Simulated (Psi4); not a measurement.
# B3LYP/aug-cc-pVDZ run of Si2H6 (disilane)

Aim: the energy change on altering one bond length of Si2H6 (disilane) at B3LYP/aug-cc-pVDZ, from 2 runs. 

The calculation is run with Psi4 1.11.

4 further runs of the same task are left out: 3 that didn't finish, 1 set aside as unsound or not needed.

**1. Starting point**

Si2H6: 8 atoms, total charge 0, spin state singlet. SMILES: `[SiH3][SiH3]`. The coordinates come from a PBE0-D4/def2-TZVP relaxation.

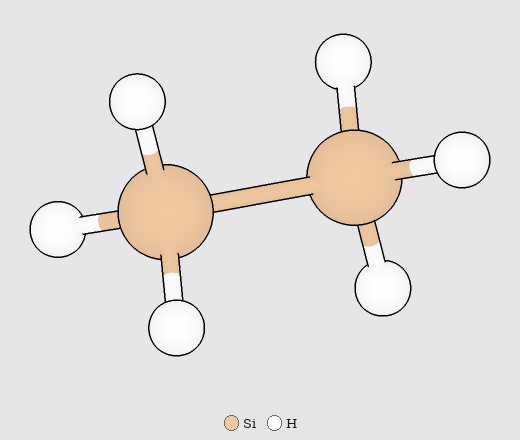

The structure, seen from a chosen angle (silicon light orange, hydrogen white).

**2. Energy and gradient at B3LYP/aug-cc-pVDZ**

calc.py

```python
import psi4

psi4.set_memory(1600000000)
psi4.set_num_threads(1)
psi4.set_output_file('run.log', False)

mol = psi4.geometry("""
0 1
Si
Si 1 2.338474
H 1 1.487642 2 110.27517
H 1 1.487603 3 108.6533 2 -120.97328
H 1 1.487604 4 108.65663 3 118.054
H 2 1.487563 1 110.27548 4 179.84798
H 2 1.487654 6 108.65434 1 120.97376
H 2 1.48759 6 108.6583 7 118.05217
symmetry c1
no_reorient
no_com
""")

options = {'basis': 'aug-cc-pVDZ', 'puream': True, 'e_convergence': 1e-09, 'd_convergence': 1e-08, 'scf_type': 'pk', 'dft_radial_points': 99, 'dft_spherical_points': 590}
psi4.set_options(options)

energy_value, wavefunction = psi4.gradient("b3lyp", molecule=mol, return_wfn=True)
print('gradient / Eh bohr^-1')
print(energy_value.np.round(6))
print(f'energy = {wavefunction.energy():.10f} Eh')
for k, v in sorted(psi4.core.scalar_variables().items()):
    print(f'{k:45s} {v:18.10f}')
```

Started as:

```bash
$ python calc.py
```

run.log:

```text
[...]
  Running in c1 symmetry.
[...]
  Nuclear repulsion =   90.773086010149129
[...]
  Multiplicity = 1
[...]
  Nalpha       = 17
  Nbeta        = 17
[...]
    Number of basis functions: 108
[...]
   @RKS iter   1:  -582.54083407364328   -4.35361e-01   2.69977e-03 DIIS/ADIIS
[...]
   @RKS iter   8:  -582.61443747668307   -3.06954e-12   1.30881e-09 DIIS
[...]
    Orbital Energies [Eh]
    ---------------------
    Doubly Occupied:
       1A    -66.140089     2A    -66.140086     3A     -5.287726
       4A     -5.287693     5A     -3.646224     6A     -3.645905
       7A     -3.645905     8A     -3.645855     9A     -3.645855
      10A     -3.645630    11A     -0.574158    12A     -0.510904
      13A     -0.368292    14A     -0.368285    15A     -0.343605
      16A     -0.343597    17A     -0.301223
[...]
  @RKS Final Energy:  -582.61443747668307
   => Energetics <=
    Nuclear Repulsion Energy =             90.7730860101491288
    One-Electron Energy =                -986.3828097916230035
    Two-Electron Energy =                 348.5044978288196944
    DFT Exchange-Correlation Energy =     -35.5092115240288138
    Empirical Dispersion Energy =           0.0000000000000000
    VV10 Nonlocal Energy =                  0.0000000000000000
    Total Energy =                       -582.6144374766830651
[...]
 Multipole Moments:
 ------------------------------------------------------------------------------------
     Multipole            Electronic (a.u.)      Nuclear  (a.u.)        Total (a.u.)
 ------------------------------------------------------------------------------------
 L = 1.  Multiply by 2.5417464519 to convert [e a0] to [Debye]
 Dipole X            :         -0.0001813            0.0001177           -0.0000636
 Dipole Y            :         -0.0001309            0.0000874           -0.0000436
 Dipole Z            :          0.0000203           -0.0000104            0.0000099
 Magnitude           :                                                    0.0000777
[...]
  -Total Gradient:
     Atom            X                  Y                   Z
    ------   -----------------  -----------------  -----------------
       1       -0.000000894765    -0.000014895280     0.001454952502
       2       -0.000028871146    -0.000005630312    -0.001450367910
       3       -0.000001320314    -0.002669039958     0.001106292510
       4       -0.002320070426     0.001344076745     0.001110294307
       5        0.002322450136     0.001339051511     0.001111374241
       6        0.002331679533    -0.001349118195    -0.001116114857
       7       -0.002310338538    -0.001330053064    -0.001103289523
       8        0.000007369424     0.002685608055    -0.001113144896
[...]
```

Standard output:

```text
gradient / Eh bohr^-1
[[-1.000e-06 -1.500e-05  1.455e-03]
 [-2.900e-05 -6.000e-06 -1.450e-03]
 [-1.000e-06 -2.669e-03  1.106e-03]
 [-2.320e-03  1.344e-03  1.110e-03]
 [ 2.322e-03  1.339e-03  1.111e-03]
 [ 2.332e-03 -1.349e-03 -1.116e-03]
 [-2.310e-03 -1.330e-03 -1.103e-03]
 [ 7.000e-06  2.686e-03 -1.113e-03]]
energy = -582.6144374767 Eh
CURRENT ENERGY                                   -582.6144374767
CURRENT REFERENCE ENERGY                         -582.6144374767
DD SOLVATION ENERGY                                 0.0000000000
DFT FUNCTIONAL TOTAL ENERGY                      -582.6144374767
DFT TOTAL ENERGY                                 -582.6144374767
DFT VV10 ENERGY                                     0.0000000000
DFT XC ENERGY                                     -35.5092115240
GRID ELECTRONS ALPHA                               17.0000000418
GRID ELECTRONS BETA                                17.0000000418
GRID ELECTRONS TOTAL                               34.0000000836
NUCLEAR REPULSION ENERGY                           90.7730860101
ONE-ELECTRON ENERGY                              -986.3828097916
PCM POLARIZATION ENERGY                             0.0000000000
PE ENERGY                                           0.0000000000
SCF ITERATION ENERGY                             -582.6144374767
SCF ITERATIONS                                      8.0000000000
SCF TOTAL ENERGY                                 -582.6144374767
TWO-ELECTRON ENERGY                               348.5044978288
XC GRID RADIAL POINTS                              99.0000000000
XC GRID SPHERICAL POINTS                          590.0000000000
XC GRID TOTAL POINTS                           449456.0000000000
```

It took 2.1 min on 1 thread of Intel Xeon Platinum 8259CL at 2.50GHz (Skylake/Cascade Lake), shared host; peak memory 0.68 GiB.

**3. The distorted shape at the same level**

h6si2.json

```json
{
  "schema_name": "qcschema_input",
  "schema_version": 1,
  "molecule": {
    "schema_name": "qcschema_molecule",
    "schema_version": 2,
    "symbols": ["Si", "Si", "H", "H", "H", "H", "H", "H"],
    "geometry": [-0.1516354, 0.26081811, -2.06169687, 1.17873179, -1.61870349, 1.7100075, 2.06765896, 1.12631268, -3.55458051, -1.61125986, -1.57996411, -3.60560311, -2.28278916, 3.14469324, -1.35663438, 2.6442144, 0.22000003, 3.25070121, 2.812589, -3.84121039, 1.1676561, -1.04075155, -2.47815094, 3.2059147],
    "molecular_charge": 0,
    "molecular_multiplicity": 1,
    "fix_symmetry": "c1",
    "fix_com": true,
    "fix_orientation": true
  },
  "driver": "gradient",
  "model": {
    "method": "b3lyp",
    "basis": "aug-cc-pVDZ"
  },
  "keywords": {
    "reference": "rks",
    "puream": true,
    "e_convergence": 1e-09,
    "d_convergence": 1e-08,
    "scf_type": "pk",
    "dft_radial_points": 99,
    "dft_spherical_points": 590,
    "scf_properties": ["DIPOLE", "MULLIKEN_CHARGES", "LOWDIN_CHARGES"]
  }
}
```

Started as:

```bash
$ psi4 --qcschema h6si2.json -n 1 --memory 1600MB
```

stdout (excerpt; [...] marks lines left out):

```text
[...]
  Running in c1 symmetry.
[...]
  Nuclear repulsion =   89.313734279271927
[...]
  Multiplicity = 1
[...]
  Nalpha       = 17
  Nbeta        = 17
[...]
    Number of basis functions: 108
[...]
   @RKS iter   1:  -582.50277711318972   -4.78430e-01   2.71744e-03 DIIS/ADIIS
[...]
   @RKS iter   9:  -582.58032159643574   -5.32054e-11   8.79223e-09 DIIS
[...]
  @RKS Final Energy:  -582.58032159643574
   => Energetics <=
    Nuclear Repulsion Energy =             89.3137342792719267
    One-Electron Energy =                -983.2259346599779519
    Two-Electron Energy =                 346.7740264114901265
    DFT Exchange-Correlation Energy =     -35.4421476272197680
    Empirical Dispersion Energy =           0.0000000000000000
    VV10 Nonlocal Energy =                  0.0000000000000000
    Total Energy =                       -582.5803215964357378
[...]
 Multipole Moments:
[...]
  Mulliken Charges: (a.u.)
   Center  Symbol    Alpha    Beta     Spin     Total
       1    SI     7.36909  7.36909  0.00000 -0.73817
       2    SI     7.52247  7.52247  0.00000 -1.04495
       3     H     0.31693  0.31693  0.00000  0.36613
       4     H     0.31693  0.31693  0.00000  0.36614
       5     H     0.51391  0.51391  0.00000 -0.02782
       6     H     0.31973  0.31973  0.00000  0.36054
       7     H     0.32120  0.32120  0.00000  0.35759
       8     H     0.31973  0.31973  0.00000  0.36053
   Total alpha = 17.00000, Total beta = 17.00000, Total charge =  0.00000
[...]
  -Total Gradient:
     Atom            X                  Y                   Z
    ------   -----------------  -----------------  -----------------
       1        0.033036251911    -0.044732603149    -0.010650348499
       2        0.000985318617    -0.001257468245    -0.003574457497
       3       -0.000523270757    -0.002953999380     0.001506182043
       4        0.002960055742    -0.000393051227     0.001558905214
       5       -0.035351458774     0.047828694196     0.012041655761
       6       -0.001469278825    -0.001693268982    -0.001176908713
       7       -0.001703986080     0.002297498165     0.001423473025
       8        0.002066450526     0.000904142304    -0.001128807767
[...]
```

The result, in JSON:

```text
{
 "driver": "gradient",
 "model": {
  "method": "b3lyp",
  "basis": "aug-cc-pVDZ"
 },
 "success": true,
 "return_result": [0.033036251910631545, -0.0447326031490065, -0.010650348499031875, 0.0009853186172776064, -0.0012574682453172122, -0.0035744574974251875, -0.0005232707567181527, -0.0029539993802157744, 0.0015061820426448685, 0.0029600557416000622, -0.00039305122694280326, 0.0015589052140577153, -0.03535145877394681, 0.04782869419617479, 0.0120416557610514, -0.0014692788249712346, -0.00169326898240503, -0.0011769087132413453, -0.0017039860802665757, 0.0022974981650016046, 0.0014234730254967902, 0.0020664505260499233, 0.0009041423039917867, -0.0011288077668673846],
 "properties": {
  "calcinfo_nbasis": 108,
  "calcinfo_nmo": 108,
  "calcinfo_nalpha": 17,
  "calcinfo_nbeta": 17,
  "calcinfo_natom": 8,
  "nuclear_repulsion_energy": 89.31373427927193,
  "return_energy": -582.5803215964357,
  "return_gradient": [0.033036251910631545, -0.0447326031490065, -0.010650348499031875, 0.0009853186172776064, -0.0012574682453172122, -0.0035744574974251875, -0.0005232707567181527, -0.0029539993802157744, 0.0015061820426448685, 0.0029600557416000622, -0.00039305122694280326, 0.0015589052140577153, -0.03535145877394681, 0.04782869419617479, 0.0120416557610514, -0.0014692788249712346, -0.00169326898240503, -0.0011769087132413453, -0.0017039860802665757, 0.0022974981650016046, 0.0014234730254967902, 0.0020664505260499233, 0.0009041423039917867, -0.0011288077668673846],
  "scf_one_electron_energy": -983.225934659978,
  "scf_two_electron_energy": 346.7740264114901,
  "scf_xc_energy": -35.44214762721977,
  "scf_dipole_moment": [0.16707908129010818, -0.22703787791881425, -0.007171690007282017],
  "scf_total_energy": -582.5803215964357,
  "scf_total_gradient": [0.033036251910631545, -0.0447326031490065, -0.010650348499031875, 0.0009853186172776064, -0.0012574682453172122, -0.0035744574974251875, -0.0005232707567181527, -0.0029539993802157744, 0.0015061820426448685, 0.0029600557416000622, -0.00039305122694280326, 0.0015589052140577153, -0.03535145877394681, 0.04782869419617479, 0.0120416557610514, -0.0014692788249712346, -0.00169326898240503, -0.0011769087132413453, -0.0017039860802665757, 0.0022974981650016046, 0.0014234730254967902, 0.0020664505260499233, 0.0009041423039917867, -0.0011288077668673846],
  "scf_iterations": 9
 }
}
```

It took 2.1 min on 1 thread of Intel Xeon Platinum 8259CL at 2.50GHz (Skylake/Cascade Lake), shared host; peak memory 0.68 GiB.

**4. Outcome**

At B3LYP/aug-cc-pVDZ:

| quantity | value |
| --- | --- |
| first shape: total energy | -582.61444 Eh |
| first shape: dipole moment | 0.00 D |
| first shape: HOMO energy | -8.20 eV |
| first shape: LUMO energy | -0.34 eV |
| first shape: HOMO–LUMO gap | 7.86 eV |
| first shape: largest force on an atom | 0.150 eV/Å |
| distorted shape: total energy | -582.58032 Eh |
| distorted shape: dipole moment | 0.72 D |
| distorted shape: HOMO energy | -8.12 eV |
| distorted shape: LUMO energy | -1.13 eV |
| distorted shape: HOMO–LUMO gap | 6.99 eV |
| distorted shape: largest force on an atom | 3.120 eV/Å |
| energy change with the Si1–H5 bond stretched from 1.488 to 1.934 Å | 0.928 eV |

What this shows: With the Si1–H5 bond stretched from 1.488 to 1.934 Å the energy rises by 0.93 eV (21.4 kcal/mol). The first shape isn't relaxed at this level, so the change isn't measured from a minimum. Mulliken charges (distorted shape) run from -1.04 on Si2 to +0.37 on H4; in a basis this large or diffuse they mean little.
